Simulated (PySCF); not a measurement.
C₅H₁₂O (SMILES CC[C@H](C)CO)

```
atom    x (Å)    y (Å)    z (Å)
   C   2.1353  -0.1497   0.4808
   C   0.9213  -0.5233  -0.3607
   C  -0.4119  -0.2365   0.3401
   C  -1.5488  -0.9991  -0.3434
   C  -0.7134   1.2714   0.3697
   O  -0.7641   1.8671  -0.9033
   H   2.1264  -0.6881   1.4267
   H   3.0513  -0.4026  -0.0485
   H   2.1503   0.9166   0.6901
   H   0.9471   0.0334  -1.2997
   H   0.9713  -1.5881  -0.5993
   H  -0.3495  -0.5689   1.3820
   H  -1.4047  -2.0709  -0.2298
   H  -2.5091  -0.7362   0.0970
   H  -1.5792  -0.7808  -1.4099
   H   0.0761   1.8011   0.9063
   H  -1.6598   1.4385   0.9072
   H  -1.4473   1.4225  -1.4171
```

Geometry: GFN2-xTB.

Method: PySCF 2.14.0, PBE0/pcSseg-1, SCF density, gas phase, non-relativistic.

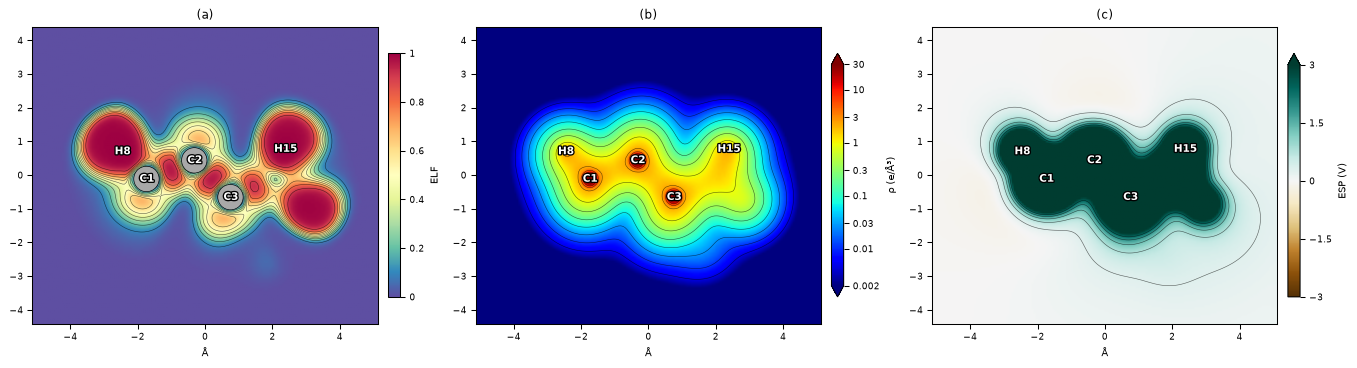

Figure 1. (a) electron localisation function; (b) total electron density; (c) electrostatic potential on the plane of atoms C2, C1 and H8. Grey discs cover the atomic cores in the ELF map.

### What does the map show?

- The section cuts through C and H sites.
- C–C (1.52 Å): the density is about 1.6 e/Å³ at the midpoint; the ELF peaks at about 0.95 between the atoms (localised, covalent bonding).
- C–H (1.09 Å): the density is about 2 e/Å³ at the midpoint; the ELF climbs to about 1 towards the hydrogen, as it does in any bond to H: an ordinary covalent bond to hydrogen.
- The potential has no marked negative region in this plane.

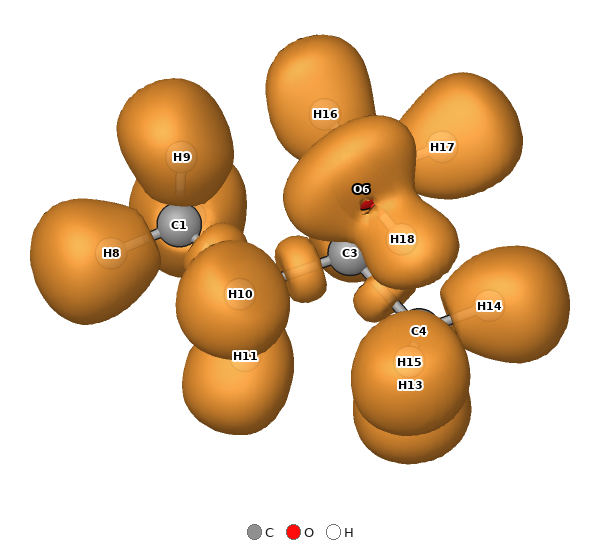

Figure 2. Isosurface of the ELF at 0.75 (orange), seen at a tilt. Only the valence region is drawn (cores and ρ < 0.01 e/Å³ removed).

### Describe the localisation domains.

At this value the surface marks out four regions between bonded C–C atoms (shared pairs), eleven regions around hydrogen nuclei and one joined region spread over several atoms (H, O), in which their bonds and any lone pairs are merged.


C–O (1.41 Å): the ELF peaks at about 0.90 between the atoms (a shared but strongly polarised pair).

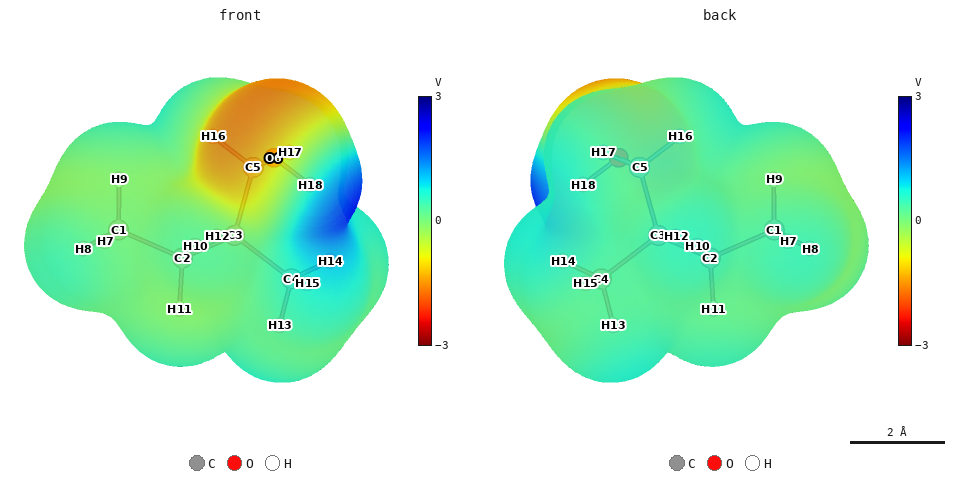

Figure 3. The electrostatic potential painted on the density surface at 0.002 e/bohr³, seen from the front and from behind; the colour scale runs from red (negative) to blue (positive).

### Which sites attract a positive test charge, and which a negative one?

A positive charge is drawn to the negative regions and a negative charge to the positive ones. The most negative region (about −1.7 V, or −39 kcal/mol for a unit charge) lies over O6, the most positive (about +2.0 V, or +46 kcal/mol for a unit charge) over H18. O6 is the likeliest acceptor of a hydrogen bond.
